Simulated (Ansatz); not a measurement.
## Electronic structure of B$_{2}$F$_{2}$H$_{6}$N$_{2}$ (SMILES F[BH-]1[NH2+][BH-](F)[NH2+]1) in real space

```yaml
atoms:
  - { symbol: B, position_ang: [-0.3379, -0.4663, 0.9533] }
  - { symbol: B, position_ang: [0.5411, 0.4345, -0.8669] }
  - { symbol: F, position_ang: [-1.6648, -0.6968, 1.2354] }
  - { symbol: F, position_ang: [-0.1084, 0.8984, -1.9879] }
  - { symbol: N, position_ang: [0.0540, -1.0376, -0.4854] }
  - { symbol: N, position_ang: [-0.1044, 1.0358, 0.4642] }
  - { symbol: H, position_ang: [0.4615, -0.7982, 1.8118] }
  - { symbol: H, position_ang: [0.7451, -1.7812, -0.5197] }
  - { symbol: H, position_ang: [-0.7666, -1.3218, -1.0223] }
  - { symbol: H, position_ang: [1.7564, 0.5290, -0.8700] }
  - { symbol: H, position_ang: [-0.9838, 1.5205, 0.2795] }
  - { symbol: H, position_ang: [0.4846, 1.6284, 1.0419] }
```

Geometry: PBE0-D4/def2-SVP.

Theory: isolated molecule in a Gaussian basis; Kohn-Sham density functional theory, functional PBE0 in Ansatz 0.2.0.

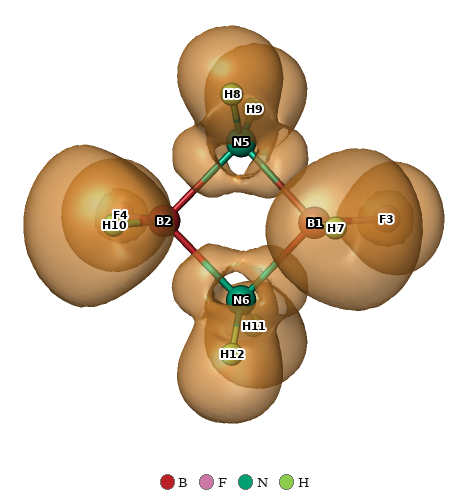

Figure 1. Isosurface of the electron localisation function at 0.75 (orange), seen at a tilt. Core shells and regions of very low density are left out.

Where are the electrons localised?

Answer. The surface consists of two regions around hydrogen nuclei, two regions on F in which the atom's valence shell and bonds are merged and two joined regions spread over several atoms (H, N), in which their bonds and any lone pairs are merged.


B–F (1.38 Å): the ELF peaks at about 0.85 between the atoms; a polar covalent bond. B–N (1.60 Å): the ELF peaks at about 0.95 between the atoms: a shared but strongly polarised pair.

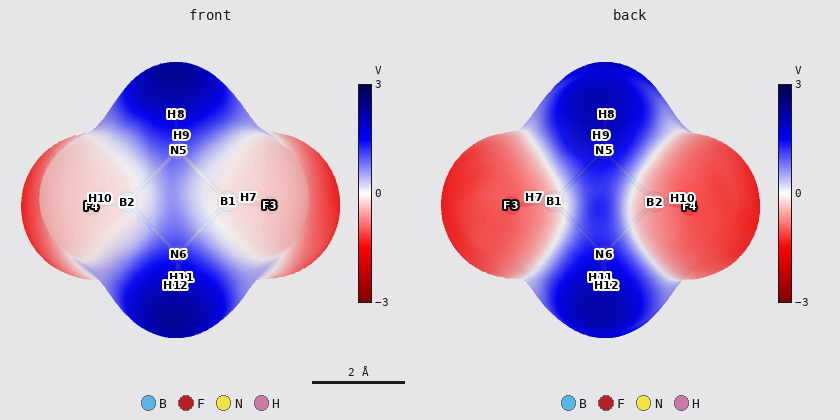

Figure 2. The molecular electrostatic potential painted on the density surface at 0.002 e/bohr³, seen from the front and from behind; the colour scale runs from red (negative) to blue (positive).

Describe the electrostatic potential map.

Answer. The most negative region (about −1.3 V) lies over F3 and F4, the most positive (about +2.3 V) over H8 and H12.

How polar is the molecule by this calculation?

Answer. Its dipole moment is 0.97 D.

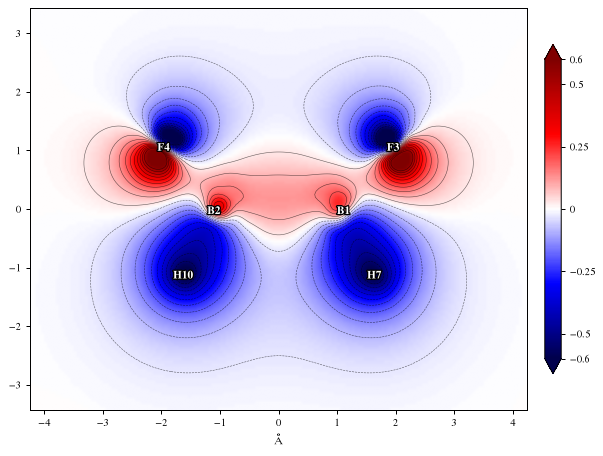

Figure 3. The HOMO−1 on the plane of atoms F4, B2 and H10 (values in Å⁻³ᐟ²; the overall sign is arbitrary).

What is the character of this orbital?

Answer. It lies mainly on H7 (about 20 %), H10 (about 20 %), B2 (about 15 %), B1 (about 15 %), F4 (about 10 %) and F3 (about 10 %). Its energy is −9.40 eV.
